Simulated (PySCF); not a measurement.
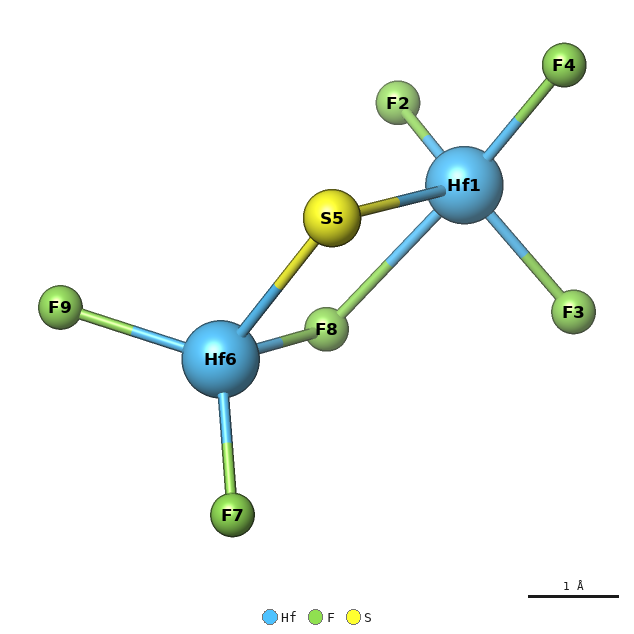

Orthographic view. Distant atoms are faded towards the background colour. Charge 0, singlet. The computed structure is the end point of a PBE0-D3(BJ)/def2-SVP optimisation. No frequency run is at hand to confirm it as a minimum.

Give the geometry as a Z-matrix, atoms in numerical order, with these reference atoms: 2 to 1; 3 to 1, 2; 4 to 1, 3, 2; 5 to 1, 4, 2; 6 to 5, 1, 4; 7 to 6, 5, 1; 8 to 6, 7, 5; 9 to 6, 7, 8.

```
Hf 
F    1   1.906
F    1   1.906   2   118.2
F    1   1.897   3   102.7   2  -109.8
S    1   2.516   4    98.4   2  -120.3
Hf   5   2.365   1    89.7   4   177.9
F    6   1.902   5   111.8   1   116.0
F    6   1.973   7   114.9   5    99.0
F    6   1.901   7   113.2   8   134.9
```
